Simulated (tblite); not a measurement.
Run report: C₇H₇NOS, geometry relaxation (part 2 of 2)

Continued. System: C₇H₇NOS. Method: GFN2-xTB geometry optimisation, gas phase (tblite 0.8.0). It belongs to a series of runs on one base structure; here: CH2 replaced by C=O.

## Trajectory as extended XYZ, continued
```
17
Properties=species:S:1:pos:R:3:forces:R:3 step=75 energy=-780.94666
O    -2.0462    1.3729   -0.0624    0.0440   0.0280  -0.0040
C    -2.9623    0.6254   -0.2519   -0.0650   0.0260   0.0180
N    -2.9142   -0.7398   -0.1929    0.0130  -0.0130  -0.0160
C    -1.8148   -1.5024    0.1403   -0.0070  -0.0010   0.0220
S    -1.9660   -3.1399    0.1664   -0.0020  -0.0200   0.0150
C    -0.6128   -0.8672    0.4523    0.1090   0.0130  -0.0150
C     0.4959   -0.4672    0.7321   -0.0260  -0.0610   0.0030
C     1.7782    0.0602    1.0287    0.0460  -0.0250  -0.0190
C     2.8161    0.1404   -0.0693   -0.0430   0.0050   0.0110
C     2.1933    1.3912    0.4569   -0.0080  -0.0220   0.0180
H    -3.9842    0.9688   -0.4961   -0.0110   0.0100  -0.0340
H    -3.7493   -1.2770   -0.3974    0.0100   0.0030   0.0140
H     2.1470   -0.1960    2.0164   -0.0810  -0.0240  -0.0050
H     3.8329   -0.1063    0.1970    0.0040   0.0520   0.0030
H     2.5309   -0.1930   -1.0557   -0.0140   0.0080   0.0140
H     1.4819    1.8994   -0.1759   -0.0070   0.0170   0.0380
H     2.7666    2.0424    1.0994    0.0370   0.0050  -0.0630
17
Properties=species:S:1:pos:R:3:forces:R:3 step=80 energy=-780.96122
O    -1.8765    1.3381   -0.2297   -0.0810  -0.0770   0.0860
C    -2.8353    0.6296   -0.3603    0.0980  -0.0800  -0.2270
N    -2.8664   -0.7320   -0.2074    0.0020   0.0260   0.1260
C    -1.8286   -1.5297    0.2343    0.0500   0.0180  -0.0340
S    -2.0694   -3.1528    0.3806   -0.0120   0.1240   0.0220
C    -0.6027   -0.9280    0.5242   -0.0410  -0.0820  -0.0110
C     0.5144   -0.5541    0.8041    0.0820   0.0430  -0.0230
C     1.8024   -0.0092    1.0345   -0.0560   0.1120   0.0530
C     2.7208    0.2196   -0.1421    0.0320  -0.0090  -0.0200
C     2.1147    1.3895    0.5545    0.0270   0.0210  -0.0650
H    -3.8240    1.0038   -0.6785   -0.0550   0.0360   0.0430
H    -3.7329   -1.2320   -0.3777    0.0470   0.0330   0.0020
H     2.2799   -0.3284    1.9540   -0.0940  -0.0760   0.0090
H     3.7595   -0.0188    0.0184    0.0970   0.0620  -0.0450
H     2.3602   -0.0220   -1.1283   -0.0430  -0.0610  -0.0250
H     1.3363    1.9257    0.0309   -0.0210  -0.0440   0.0880
H     2.7406    2.0128    1.1763   -0.0320  -0.0470   0.0200
17
Properties=species:S:1:pos:R:3:forces:R:3 step=85 energy=-780.97801
O    -1.7709    1.3043   -0.3382   -0.0120  -0.0210  -0.0310
C    -2.7481    0.6215   -0.4677    0.0440  -0.0520   0.0930
N    -2.8326   -0.7206   -0.2049    0.0110   0.0630   0.0200
C    -1.8302   -1.5313    0.2964   -0.0220  -0.0120  -0.0200
S    -2.1382   -3.1296    0.5465   -0.0490   0.0760   0.0070
C    -0.5840   -0.9707    0.5657   -0.0190   0.0250  -0.0210
C     0.5422   -0.6194    0.8406   -0.0040   0.1140  -0.0650
C     1.8245   -0.0536    1.0363    0.0920  -0.0120  -0.0600
C     2.6517    0.2762   -0.1939   -0.0170   0.0570   0.0810
C     2.0627    1.3806    0.6194    0.0080  -0.0480  -0.0520
H    -3.7208    1.0193   -0.8145    0.0370  -0.0530  -0.0150
H    -3.7176   -1.1908   -0.3527    0.0070  -0.0510  -0.0130
H     2.3633   -0.4395    1.8977   -0.0650   0.0450  -0.0770
H     3.7123    0.0766   -0.1069   -0.0880   0.0620  -0.1130
H     2.2310    0.0832   -1.1723    0.0350  -0.0580   0.1570
H     1.2221    1.9276    0.2106    0.0720  -0.1220   0.0430
H     2.7258    1.9783    1.2259   -0.0290  -0.0130   0.0660
17
Properties=species:S:1:pos:R:3:forces:R:3 step=91 energy=-780.99724
O    -1.6556    1.2497   -0.4681   -0.0460  -0.0010   0.0140
C    -2.6601    0.5997   -0.5558    0.0560  -0.0290  -0.0340
N    -2.8044   -0.7104   -0.1925    0.0060   0.0490  -0.0260
C    -1.8376   -1.5212    0.3694   -0.0320  -0.0130   0.0050
S    -2.2304   -3.0769    0.7316    0.0030  -0.0240   0.0310
C    -0.5730   -0.9909    0.6029   -0.0270  -0.0060  -0.0310
C     0.5625   -0.6418    0.8352    0.0280  -0.0370   0.0520
C     1.8565   -0.1013    1.0158    0.0030   0.0140  -0.0160
C     2.5849    0.3461   -0.2356   -0.0090   0.0220   0.0100
C     2.0336    1.3672    0.6990    0.0060  -0.0510  -0.0080
H    -3.6069    0.9998   -0.9628    0.0020   0.0080   0.0090
H    -3.6957   -1.1701   -0.3353   -0.0310  -0.0030   0.0100
H     2.4286   -0.5441    1.8239    0.0140   0.0300  -0.0760
H     3.6523    0.1817   -0.2799   -0.0490   0.0290   0.0510
H     2.0784    0.1918   -1.1766    0.0070   0.0160   0.0120
H     1.1422    1.9018    0.4021    0.0790  -0.0060  -0.0120
H     2.7178    1.9308    1.3147   -0.0100   0.0030   0.0080
17
Properties=species:S:1:pos:R:3:forces:R:3 step=96 energy=-781.00306
O    -1.5877    1.2089   -0.5734   -0.0350  -0.0880   0.0050
C    -2.6017    0.5712   -0.6425   -0.0040  -0.0170   0.0670
N    -2.7889   -0.7098   -0.1980    0.0410   0.0130   0.0110
C    -1.8544   -1.5123    0.4320    0.0120   0.0000  -0.0610
S    -2.2895   -3.0324    0.8949    0.0050   0.1050  -0.0030
C    -0.5746   -1.0013    0.6264    0.1150  -0.0010   0.0620
C     0.5719   -0.6782    0.8545   -0.0680  -0.0230  -0.0380
C     1.8721   -0.1373    0.9895    0.0240   0.0570  -0.0210
C     2.5251    0.4041   -0.2694   -0.0690   0.0170   0.0670
C     2.0252    1.3533    0.7667    0.0210  -0.0750  -0.0710
H    -3.5340    0.9713   -1.0813   -0.0070  -0.0160  -0.0260
H    -3.6945   -1.1495   -0.3146   -0.0120   0.0210  -0.0080
H     2.5050   -0.6200    1.7256   -0.0370   0.0060  -0.0370
H     3.5917    0.2600   -0.3751   -0.0770  -0.0090   0.0070
H     1.9637    0.2960   -1.1888    0.0780   0.0880   0.1000
H     1.1237    1.9100    0.5575    0.0190  -0.0370  -0.0270
H     2.7401    1.8782    1.3840   -0.0080  -0.0410  -0.0270
17
Properties=species:S:1:pos:R:3:forces:R:3 step=101 energy=-781.00937
O    -1.5543    1.1510   -0.6716    0.0390   0.0340   0.0160
C    -2.5808    0.5329   -0.7109   -0.0120  -0.0190  -0.0350
N    -2.7885   -0.7152   -0.1966   -0.0030  -0.0150  -0.0180
C    -1.8660   -1.4902    0.4812   -0.0110  -0.0130   0.0390
S    -2.3368   -2.9609    1.0511    0.0060   0.0060  -0.0040
C    -0.5773   -0.9949    0.6556   -0.0730  -0.0280  -0.0410
C     0.5783   -0.6899    0.8523    0.0350   0.0630  -0.0040
C     1.8842   -0.1604    0.9592   -0.0080  -0.0180   0.0110
C     2.4823    0.4556   -0.2883    0.0260   0.0270  -0.0070
C     2.0499    1.3390    0.8262   -0.0190   0.0120   0.0230
H    -3.5001    0.9194   -1.1888   -0.0030  -0.0050   0.0060
H    -3.6982   -1.1494   -0.3036    0.0040  -0.0010   0.0330
H     2.5462   -0.6939    1.6300    0.0000   0.0030   0.0050
H     3.5366    0.3031   -0.4625   -0.0040  -0.0220   0.0000
H     1.8703    0.4359   -1.1769    0.0330   0.0160  -0.0150
H     1.1523    1.9207    0.6801    0.0000  -0.0200   0.0290
H     2.7950    1.8093    1.4515   -0.0110  -0.0190  -0.0400
17
Properties=species:S:1:pos:R:3:forces:R:3 step=107 energy=-781.01203
O    -1.5670    1.1197   -0.7440   -0.0220  -0.0100  -0.0090
C    -2.5911    0.4957   -0.7693    0.0020   0.0000  -0.0010
N    -2.7999   -0.7293   -0.2004   -0.0160   0.0260   0.0010
C    -1.8798   -1.4656    0.5219   -0.0210  -0.0230  -0.0460
S    -2.3534   -2.8989    1.1771   -0.0030  -0.0070   0.0120
C    -0.5857   -0.9747    0.6509    0.0350   0.0120   0.0350
C     0.5722   -0.6688    0.8364   -0.0340   0.0000   0.0160
C     1.8910   -0.1729    0.9331    0.0220   0.0070  -0.0170
C     2.4635    0.4971   -0.3004    0.0170  -0.0200  -0.0040
C     2.0922    1.3270    0.8756    0.0050  -0.0010  -0.0280
H    -3.5083    0.8575   -1.2718    0.0270  -0.0130   0.0100
H    -3.7123   -1.1642   -0.2763    0.0040   0.0070   0.0150
H     2.5602   -0.7544    1.5576   -0.0290   0.0170  -0.0320
H     3.5050    0.3198   -0.5224    0.0050   0.0160   0.0220
H     1.8235    0.5418   -1.1681    0.0110   0.0070   0.0000
H     1.2077    1.9402    0.7963    0.0020  -0.0170   0.0140
H     2.8752    1.7419    1.4917   -0.0040  -0.0010   0.0120
17
Properties=species:S:1:pos:R:3:forces:R:3 step=112 energy=-781.01295
O    -1.5696    1.0991   -0.7890    0.0010  -0.0060  -0.0090
C    -2.5933    0.4747   -0.8003   -0.0030  -0.0060   0.0100
N    -2.8058   -0.7338   -0.1988    0.0010  -0.0030   0.0100
C    -1.8896   -1.4546    0.5441   -0.0040   0.0120   0.0030
S    -2.3689   -2.8662    1.2418    0.0010   0.0070  -0.0120
C    -0.5944   -0.9621    0.6666    0.0250  -0.0060   0.0020
C     0.5668   -0.6581    0.8333   -0.0180  -0.0110  -0.0120
C     1.8937   -0.1797    0.9121    0.0100   0.0060  -0.0010
C     2.4564    0.5192   -0.3090   -0.0200   0.0250   0.0230
C     2.1141    1.3184    0.8974    0.0060  -0.0050   0.0080
H    -3.5088    0.8228   -1.3134    0.0060   0.0000  -0.0060
H    -3.7187   -1.1683   -0.2657   -0.0080   0.0020   0.0120
H     2.5668   -0.7857    1.5071   -0.0150  -0.0010  -0.0090
H     3.4934    0.3392   -0.5477    0.0040   0.0030   0.0060
H     1.8052    0.6020   -1.1655    0.0120  -0.0040  -0.0030
H     1.2343    1.9427    0.8589    0.0160  -0.0110  -0.0150
H     2.9114    1.7027    1.5161   -0.0130  -0.0020  -0.0070
17
Properties=species:S:1:pos:R:3:forces:R:3 step=117 energy=-781.01335
O    -1.5600    1.0849   -0.8092    0.0050  -0.0010  -0.0060
C    -2.5872    0.4660   -0.8138    0.0040  -0.0080  -0.0070
N    -2.8070   -0.7320   -0.1944   -0.0060   0.0100   0.0090
C    -1.8927   -1.4478    0.5550   -0.0070  -0.0040   0.0130
S    -2.3774   -2.8485    1.2703   -0.0040  -0.0050  -0.0060
C    -0.5943   -0.9624    0.6693   -0.0080  -0.0030  -0.0130
C     0.5685   -0.6617    0.8279    0.0060  -0.0060  -0.0140
C     1.8966   -0.1864    0.9014    0.0010   0.0000   0.0020
C     2.4496    0.5347   -0.3110    0.0150  -0.0180  -0.0010
C     2.1142    1.3120    0.9106   -0.0010  -0.0020  -0.0150
H    -3.4975    0.8100   -1.3386   -0.0040  -0.0020   0.0050
H    -3.7233   -1.1611   -0.2513    0.0000   0.0020   0.0070
H     2.5727   -0.8041    1.4800    0.0010   0.0060   0.0010
H     3.4865    0.3606   -0.5556    0.0020   0.0000  -0.0010
H     1.7966    0.6262   -1.1653    0.0030   0.0120   0.0120
H     1.2325    1.9329    0.8843    0.0010   0.0110   0.0070
H     2.9152    1.6886    1.5282   -0.0080   0.0070   0.0070
17
Properties=species:S:1:pos:R:3:forces:R:3 step=123 energy=-781.01388
O    -1.5422    1.0691   -0.8249    0.0060  -0.0030  -0.0130
C    -2.5751    0.4598   -0.8205   -0.0140   0.0100   0.0000
N    -2.8080   -0.7252   -0.1821   -0.0080  -0.0040  -0.0060
C    -1.8968   -1.4492    0.5630    0.0080   0.0010  -0.0080
S    -2.3905   -2.8468    1.2772   -0.0010  -0.0100   0.0070
C    -0.5941   -0.9728    0.6680    0.0050   0.0020  -0.0010
C     0.5693   -0.6694    0.8167    0.0090   0.0000   0.0080
C     1.8962   -0.1900    0.8933    0.0000   0.0030   0.0000
C     2.4491    0.5430   -0.3113    0.0020   0.0070   0.0060
C     2.1091    1.3094    0.9158   -0.0140   0.0120  -0.0010
H    -3.4825    0.8052   -1.3498    0.0010   0.0010   0.0050
H    -3.7282   -1.1467   -0.2350   -0.0030   0.0040   0.0070
H     2.5753   -0.8092    1.4668   -0.0040   0.0000   0.0050
H     3.4860    0.3738   -0.5577    0.0100   0.0000  -0.0010
H     1.7952    0.6455   -1.1629   -0.0020  -0.0040  -0.0150
H     1.2254    1.9283    0.8917    0.0040  -0.0040   0.0030
H     2.9048    1.6875    1.5396    0.0000  -0.0150   0.0040
17
Properties=species:S:1:pos:R:3:forces:R:3 step=128 energy=-781.01429
O    -1.5578    1.0672   -0.8329    0.0050   0.0070  -0.0110
C    -2.5922    0.4606   -0.8164    0.0120   0.0000  -0.0050
N    -2.8191   -0.7230   -0.1734    0.0120  -0.0070   0.0010
C    -1.8964   -1.4491    0.5565   -0.0010   0.0020  -0.0020
S    -2.3762   -2.8563    1.2629    0.0030   0.0100  -0.0010
C    -0.5947   -0.9677    0.6572   -0.0020  -0.0030  -0.0060
C     0.5690   -0.6649    0.8067   -0.0110   0.0030   0.0040
C     1.8959   -0.1868    0.8919   -0.0090  -0.0090   0.0060
C     2.4639    0.5405   -0.3091   -0.0010  -0.0080  -0.0080
C     2.1130    1.3119    0.9120    0.0170  -0.0090   0.0050
H    -3.5028    0.8053   -1.3396   -0.0120   0.0050   0.0110
H    -3.7402   -1.1432   -0.2161    0.0020  -0.0090   0.0080
H     2.5671   -0.8058    1.4749    0.0020  -0.0020   0.0040
H     3.5037    0.3657   -0.5416   -0.0080   0.0110   0.0010
H     1.8212    0.6372   -1.1705    0.0050   0.0090   0.0070
H     1.2329    1.9346    0.8834   -0.0120   0.0030  -0.0190
H     2.9057    1.6857    1.5421    0.0010  -0.0040   0.0060
17
Properties=species:S:1:pos:R:3:forces:R:3 step=133 energy=-781.01462
O    -1.5713    1.0707   -0.8392   -0.0060  -0.0060  -0.0060
C    -2.6055    0.4641   -0.8111    0.0000  -0.0020   0.0000
N    -2.8247   -0.7219   -0.1686    0.0000   0.0040  -0.0100
C    -1.8948   -1.4503    0.5484    0.0000   0.0000  -0.0010
S    -2.3650   -2.8655    1.2446   -0.0020  -0.0020   0.0080
C    -0.5950   -0.9653    0.6480   -0.0020  -0.0020  -0.0040
C     0.5675   -0.6608    0.8020    0.0070   0.0040  -0.0030
C     1.8942   -0.1844    0.8940    0.0030   0.0040  -0.0020
C     2.4772    0.5336   -0.3057    0.0050   0.0010   0.0050
C     2.1163    1.3136    0.9069   -0.0090  -0.0020   0.0000
H    -3.5236    0.8110   -1.3207    0.0010  -0.0010   0.0150
H    -3.7448   -1.1456   -0.2020    0.0010   0.0070  -0.0060
H     2.5595   -0.7999    1.4874   -0.0010  -0.0070   0.0010
H     3.5184    0.3547   -0.5271    0.0040   0.0010   0.0010
H     1.8447    0.6321   -1.1741   -0.0060  -0.0050  -0.0010
H     1.2380    1.9387    0.8592    0.0060  -0.0020   0.0050
H     2.9018    1.6872    1.5459    0.0000   0.0080  -0.0010
17
Properties=species:S:1:pos:R:3:forces:R:3 step=139 energy=-781.01486
O    -1.5676    1.0596   -0.8589    0.0030  -0.0010  -0.0040
C    -2.6057    0.4608   -0.8155   -0.0030   0.0060   0.0000
N    -2.8256   -0.7224   -0.1688   -0.0020  -0.0070   0.0040
C    -1.8953   -1.4506    0.5479    0.0030  -0.0080   0.0000
S    -2.3670   -2.8609    1.2540    0.0030   0.0130  -0.0020
C    -0.5939   -0.9678    0.6420    0.0010  -0.0010  -0.0010
C     0.5683   -0.6614    0.7953    0.0030  -0.0030  -0.0020
C     1.8956   -0.1863    0.8913    0.0040   0.0000  -0.0060
C     2.4799    0.5375   -0.3045   -0.0120   0.0020  -0.0020
C     2.1161    1.3119    0.9109    0.0010   0.0010  -0.0020
H    -3.5286    0.8142   -1.3113   -0.0030   0.0020   0.0010
H    -3.7487   -1.1401   -0.1943    0.0050   0.0010  -0.0010
H     2.5581   -0.8071    1.4830    0.0000   0.0120  -0.0020
H     3.5222    0.3650   -0.5267   -0.0080  -0.0110   0.0060
H     1.8461    0.6361   -1.1724    0.0090   0.0030   0.0040
H     1.2385    1.9379    0.8647   -0.0060  -0.0070   0.0040
H     2.9005    1.6857    1.5513    0.0020  -0.0030   0.0010
17
Properties=species:S:1:pos:R:3:forces:R:3 step=144 energy=-781.01499
O    -1.5652    1.0502   -0.8777   -0.0060  -0.0030  -0.0020
C    -2.6057    0.4563   -0.8237    0.0070  -0.0040   0.0020
N    -2.8257   -0.7227   -0.1689    0.0040   0.0090   0.0010
C    -1.8953   -1.4485    0.5503   -0.0030   0.0070   0.0000
S    -2.3711   -2.8490    1.2720    0.0020  -0.0030   0.0010
C    -0.5923   -0.9690    0.6383    0.0000  -0.0010  -0.0030
C     0.5704   -0.6642    0.7906   -0.0050  -0.0030   0.0000
C     1.8975   -0.1892    0.8858   -0.0030  -0.0020   0.0000
C     2.4783    0.5446   -0.3050    0.0030  -0.0010   0.0050
C     2.1168    1.3090    0.9174    0.0020  -0.0020   0.0010
H    -3.5305    0.8107   -1.3151   -0.0010   0.0010   0.0020
H    -3.7508   -1.1362   -0.1851    0.0010  -0.0030  -0.0030
H     2.5626   -0.8132    1.4707    0.0010   0.0050   0.0020
H     3.5198    0.3704   -0.5285    0.0010   0.0030  -0.0030
H     1.8444    0.6517   -1.1713   -0.0030  -0.0020  -0.0060
H     1.2376    1.9331    0.8790   -0.0020   0.0000   0.0010
H     2.9021    1.6781    1.5593    0.0020   0.0000   0.0020
```

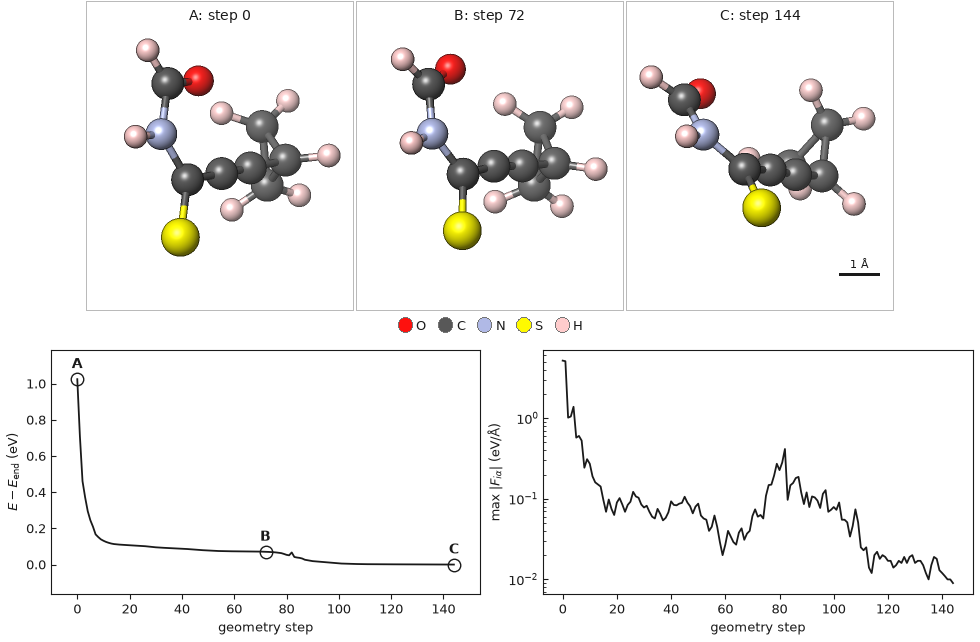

Frames of the relaxation (ball-and-stick view, seen at a tilt) above the curves, on which the letters mark them (steps are counted from 0).

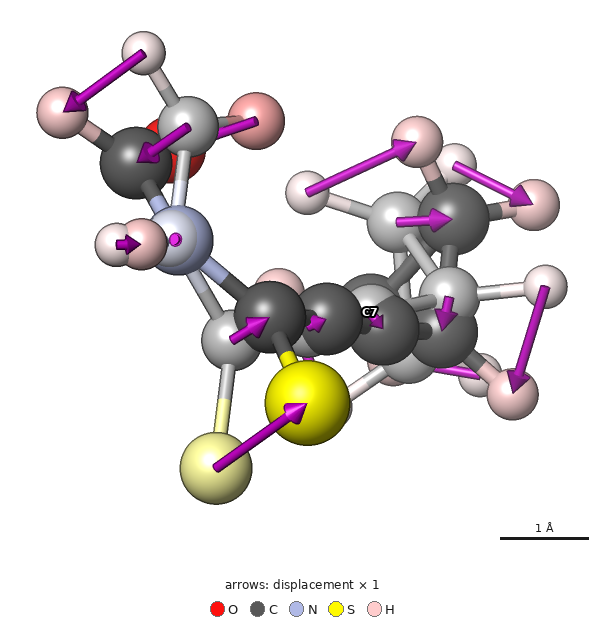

Start (faint) and end (solid) with the displacements as pink arrows, at true length (ball-and-stick view, seen at a tilt). The two geometries are laid on each other by the best rigid fit. Over 144 geometry steps the energy falls by 1.025 eV. Largest force component: 5.2 eV/Å at the start, 0.009 eV/Å at the end. The largest moves after the best rigid fit, 1.47 Å, are those of S5 and H16. By element the largest moves are H 1.47 Å, S 1.47 Å, O 1.15 Å, C 0.83 Å, N 0.14 Å. Among the contacts that change: C2–N3 1.447 → 1.366 Å, O1–C2 1.268 → 1.199 Å, C7–C8 1.475 → 1.413 Å, N3–H12 1.075 → 1.013 Å. Among the angles that change: N3–C2–H11 119.6° → 110.8°, O1–C2–N3 117.6° → 126.1°, C10–C9–H14 111.2° → 119.2°. (Atoms are counted from 1 in the order of the input.)

The run was set up as follows.

## Input
```
{"job": {"kind": "relax", "xc": "GFN2-xTB", "basis": "xTB"}, "charge": 0, "multiplicity": 1}
O     -1.701300     1.132400     0.285900
C     -2.834400     0.671000    -0.048200
N     -2.952500    -0.761700    -0.210200
C     -1.829400    -1.622700    -0.027400
S     -1.964200    -3.254800    -0.206900
C     -0.577100    -1.025000     0.351500
C      0.474800    -0.508400     0.670200
C      1.737700     0.136500     1.074500
C      2.812200     0.094300     0.042700
C      2.058400     1.382500     0.291600
H     -3.687500     1.286300    -0.190600
H     -3.910400    -1.162800    -0.486900
H      1.985300     0.124400     2.176700
H      3.854000     0.148900     0.452400
H      2.630800    -0.462800    -0.883000
H      1.294700     1.616000    -0.483200
H      2.602000     2.218000     0.778900
```

The first line tells a small driver script what to run in tblite; the rest is the geometry in Å.

Launch command:
```bash
OMP_NUM_THREADS=1 python <driver script> task.json out
```

## Results in brief

- outcome: converged
- total energy: −781.0150 eV
- hardware: 1 CPU thread, shared host
- wall time: 0.96 s
- peak memory: 0.18 GiB
